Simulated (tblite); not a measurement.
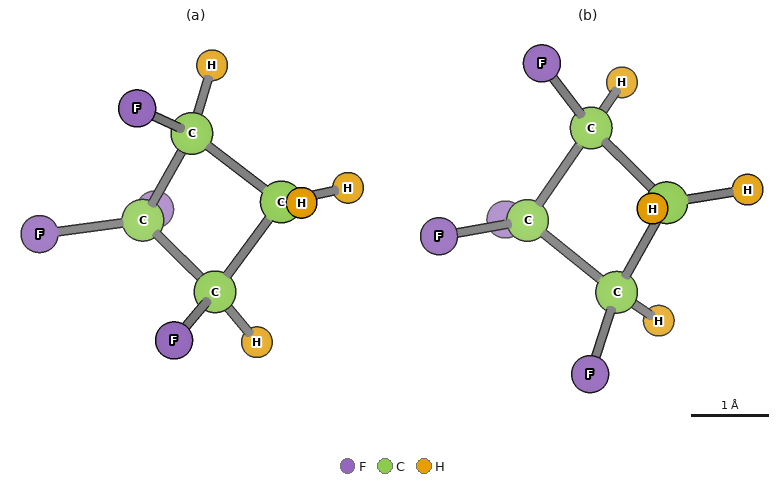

The structure of C4H4F4 before (left) and after (right) a relaxation, at one scale.

Style: ball-and-stick. Shown at a tilt.

Theory: GFN2-xTB geometry optimisation, gas phase in tblite. 

Describe what moved and what it gained.

After 46 geometry steps the energy has fallen by 43.2 kJ/mol. The largest move after the best rigid fit is that of an F atom, 0.73 Å. By element the largest moves are F 0.73 Å, H 0.67 Å, C 0.21 Å. Near-neighbour distances that change, for instance: C–F 1.390 → 1.339 Å, C–C 1.502 → 1.548 Å, C–H 1.119 → 1.089 Å, C–C 1.511 → 1.537 Å. Bond angles that change, for instance: F–C–H 115.4° → 107.9°, C–C–H 110.3° → 115.7°, C–C–H 112.0° → 116.7°. Groups turn about C–C by about 35°, C–C by about 30°, C–C by about 30°.
